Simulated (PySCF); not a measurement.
**Frequency calculation, with input and output: TaNH₂O₂**

System: TaNH₂O₂.
Method: RKS-based PBE0, Ta def2-TZVP with ECP60, N def2-TZVP, O def2-TZVP, H def2-TZVP; non-relativistic Hamiltonian with a scalar-relativistic core potential; density fitting (PySCF 2.14.0).

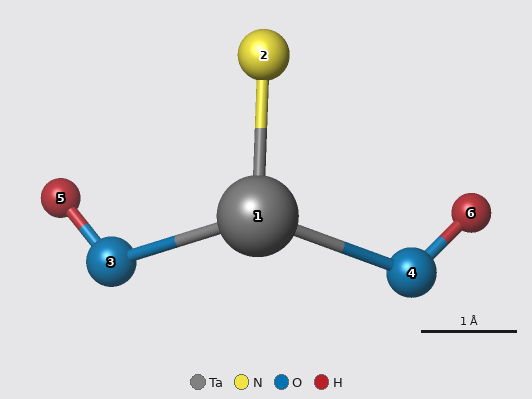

*The structure as given in the input (ball-and-stick view, seen at a tilt; atoms are numbered from 1 in the order of the input). Sticks mark near contacts.*

Results in brief

| quantity | value |
| --- | --- |
| outcome | converged |
| total energy | −263.331295 hartree |
| HOMO | −6.89 eV |
| LUMO | −3.06 eV |
| zero-point energy | 0.030550 hartree |
| dipole moment | 3.56 D |
| wavenumbers, lowest and highest | 160 and 3914 cm⁻¹ |
| hardware | 4 threads of Intel Xeon (Granite Rapids), 32 GiB of memory available, shared host |
| wall time | 94 s (CPU time 5.2 min) |
| peak memory | 1.9 GiB |

Input
```python
from pyscf import gto, scf, dft
mol = gto.M(atom='''
Ta     0.026149     0.143227     0.033103
N     -0.104272    -0.571132     1.567994
O      1.468804    -0.773238    -0.847331
O     -1.647280    -0.204334    -0.847331
H      1.929669    -1.496897    -0.419089
H     -2.334126    -0.718456    -0.419089''',
    basis={'Ta': 'def2-TZVP', 'N': 'def2-TZVP', 'O': 'def2-TZVP', 'H': 'def2-TZVP'},
    ecp={'Ta': 'def2-TZVP'},
    charge=0, spin=0)
mf = dft.RKS(mol, xc='PBE0')
mf.grids.atom_grid = (75, 302)
aux = {'Ta': 'def2-universal-JKFIT', 'N': 'def2-universal-JKFIT', 'O': 'def2-universal-JKFIT', 'H': 'def2-universal-JKFIT'}
mf = mf.density_fit(auxbasis=aux)
mf.conv_tol = 1e-09
mf.diis_space = 10
mf.max_cycle = 60
mf.verbose = 4
mf.kernel()
```

The script is an equivalent of the set-up of the self-consistent field. The run itself was carried out by a driver, which started from the orbitals of the step before it where there was one and computed the further properties.

Launch command:
```bash
OMP_NUM_THREADS=4 python axn.py task.json out
```

Output
```
init E= -263.331294862933
  HOMO = -0.253199315447851  LUMO = -0.112384872404999  gap/eV = 3.83176
cycle= 1 E= -263.331294862931  delta_E= 2.61e-12  |g|= 2.84e-06  |ddm|= 1.99e-06
  HOMO = -0.253199773826938  LUMO = -0.112384499702056  gap/eV = 3.83178
Extra cycle  E= -263.331294862913  delta_E= 1.82e-11  |g|= 9.99e-06  |ddm|= 6.45e-06
converged SCF energy = -263.331294862913
```

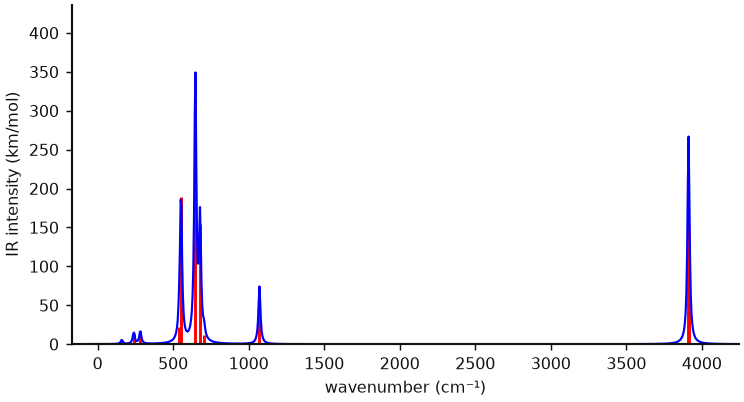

*Harmonic infrared spectrum, unscaled: sticks (degenerate modes added up, dark ones marked on the axis) with a Lorentzian envelope of 16 cm⁻¹ full width, scaled to the tallest stick.*

12 modes from 160 to 3914 cm⁻¹, none imaginary. The strongest line is at 647 cm⁻¹ (349 km/mol). All modes, in cm⁻¹ (km/mol): 160 (5.2), 239 (14.6), 283 (16.6), 542 (22), 553 (189), 647 (349), 678 (154), 705 (11.0), 705 (1.0), 1072 (75), 3911 (188), 3914 (90).
